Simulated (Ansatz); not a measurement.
Consider Cs₂AgBiBr₆ (space group Fm-3m, No. 225; a = 10.996 Å). Axes: x, y, z lie along the cube axes.

Now apply this change: tensor shear ε_xy = +1.20 % (engineering shear γ = 0.0240), atoms relaxed at fixed cell.

Calculations: LDA/PAW in Ansatz (a quantum-chemistry and plane-wave program), spin-orbit coupling left out.

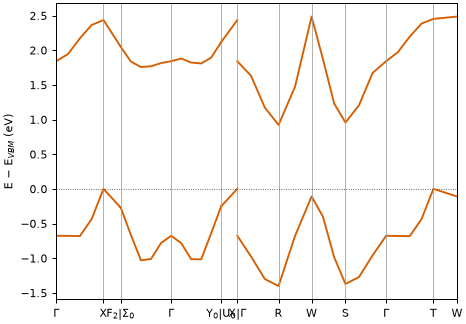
Highest valence and lowest conduction band along the path of the changed cell's own zone

The gap is 0.92 eV, indirect, T → R; the base has 0.94 eV.

With Bi present, leaving out spin-orbit coupling can change the band edges. The cells carry an imposed strain or load. No phonon test of stability was made. k-point labels follow each cell's own Brillouin zone.
